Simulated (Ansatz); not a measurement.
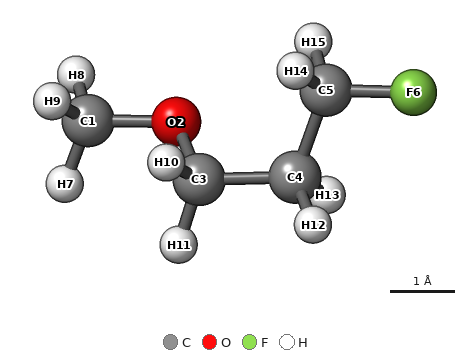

Fig. 1: The input geometry of run 1 (ball-and-stick view, seen at a tilt; atoms are numbered from 1 in the order of the input). Bond lengths as drawn: C–C 1.51 Å, C–F 1.39 Å, C–H 1.09 to 1.10 Å and C–O 1.40 Å.

# C$_{4}$H$_{9}$FO: one change and its effect

System: C$_{4}$H$_{9}$FO, SMILES COCCCF.
Method of run 1: RKS PBE0-D4/def2-TZVPP (Ansatz 0.2.0).

The geometry comes from this level: PBE0-D4/def2-TZVP. Text and figures count atoms from 1; the logs count them from 0 in places.

**Input file, run 1**
```yaml
crystal:
  periodic: [false, false, false]
  atoms:
    - {symbol: C, position_ang: [0.372771, -2.313702, 0.059768]}
    - {symbol: O, position_ang: [-0.296490, -1.084212, 0.066239]}
    - {symbol: C, position_ang: [0.436713, -0.070172, -0.571700]}
    - {symbol: C, position_ang: [-0.355379, 1.215527, -0.528302]}
    - {symbol: C, position_ang: [-0.603492, 1.683852, 0.884273]}
    - {symbol: F, position_ang: [-1.278424, 2.893590, 0.866652]}
    - {symbol: H, position_ang: [0.562889, -2.662837, -0.964911]}
    - {symbol: H, position_ang: [-0.262872, -3.038940, 0.567883]}
    - {symbol: H, position_ang: [1.335128, -2.252114, 0.587165]}
    - {symbol: H, position_ang: [1.411247, 0.060351, -0.072230]}
    - {symbol: H, position_ang: [0.644390, -0.349888, -1.615523]}
    - {symbol: H, position_ang: [0.195986, 1.989246, -1.070859]}
    - {symbol: H, position_ang: [-1.312446, 1.073100, -1.037693]}
    - {symbol: H, position_ang: [0.340079, 1.838507, 1.419310]}
    - {symbol: H, position_ang: [-1.211899, 0.966989, 1.439428]}
basis:
  gaussian: {orbitals: def2-TZVPP}
hamiltonian: {xc: pbe0, dispersion: d4}
output: {orbitals: {seedname: orbitals}}
```

Command:
```bash
ansatz run in.yaml --threads 8 --pin off --events-out ev --progress --plain --max-ram 18278MiB
```

Hardware: 8 threads of Arm Neoverse V2, 23 GiB of memory available, shared host.

**Output (run 1)**
```
Functional definition: PBE0
  parameter a = 0.25
  parameter kappa = 0.804
  parameter beta = 0.06672455060314922
  exchange = (1 - a)*pbe_x(kappa = kappa, mu = beta*pi^2/3) + a*exact_x
  correlation = pbe_c(beta = beta)
1558 factors; their error is unknown
mean field evaluation 1: about -9044.1463 eV, gradient 6.0e1 eV
mean field evaluation 2: about -9041.7706 eV, gradient 6.8e1 eV
mean field evaluation 4: about -9052.0092 eV, gradient 3.8e0 eV
mean field evaluation 8: about -9052.0349 eV, gradient 4.4e-2 eV
mean field evaluation 16: about -9052.0265 eV, gradient 1.2e-4 eV
mean field -9052.02645736 eV, -332.6558366242 hartree, gradient 3.1e-5 eV, S^2 0.000000; 0 other end points of the search recorded, 0 dependent functions left out
reference -9052.02649272 eV, -332.6558379235 hartree; 25, 25 occupied and 287, 287 virtual orbitals, 1558 factors
Total energy: -9052.23503229 eV, -332.6635016113 hartree
```

Run 2 used a changed input.

**The two runs side by side**

| quantity | run 1 | run 2 |
| --- | --- | --- |
| outcome | converged | converged |
| total energy (hartree) | −332.663502 | −332.278015 |
| HOMO (eV) | −7.65 | −7.52 |
| LUMO (eV) | 1.12 | 1.68 |
| basis functions | 312 | 129 |
| wall time (shared host) | 1.9 s | 0.8 s |

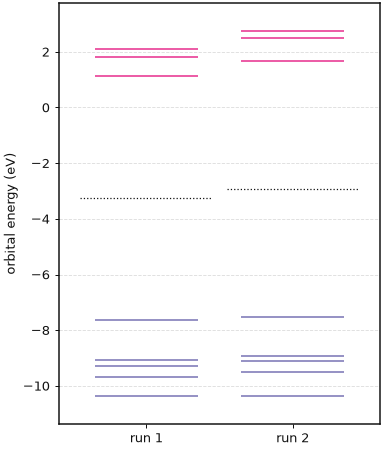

Fig. 2: The five highest filled and three lowest empty orbital energies of the two runs; the dotted lines part filled from empty levels. The HOMO–LUMO gap is 8.77 eV in run 1 and 9.20 eV in run 2.

What was changed in the input?

The change (lines with − go, lines with + come):
```diff
-  gaussian: {orbitals: def2-TZVPP}
+  gaussian: {orbitals: def2-SVP}
```

The total energy of run 2 is 241.9 kcal/mol higher, which measures the change of basis and not a stability. The HOMO goes from −7.65 to −7.52 eV. The LUMO goes from 1.12 to 1.68 eV. The basis functions go from 312 to 129.

**Output (run 2)**
```
Functional definition: PBE0
  parameter a = 0.25
  parameter kappa = 0.804
  parameter beta = 0.06672455060314922
  exchange = (1 - a)*pbe_x(kappa = kappa, mu = beta*pi^2/3) + a*exact_x
  correlation = pbe_c(beta = beta)
1445 factors; their error is unknown
mean field evaluation 1: about -9036.1814 eV, gradient 4.8e1 eV
mean field evaluation 2: about -9035.6997 eV, gradient 5.1e1 eV
mean field evaluation 4: about -9041.5375 eV, gradient 2.5e0 eV
mean field evaluation 8: about -9041.5494 eV, gradient 1.3e-1 eV
mean field evaluation 16: about -9041.5368 eV, gradient 3.0e-4 eV
mean field -9041.53682934 eV, -332.2703499044 hartree, gradient 4.7e-5 eV, S^2 0.000000; 0 other end points of the search recorded, 0 dependent functions left out
reference -9041.53685504 eV, -332.2703508490 hartree; 25, 25 occupied and 104, 104 virtual orbitals, 1445 factors
Total energy: -9041.74539461 eV, -332.2780145369 hartree
```
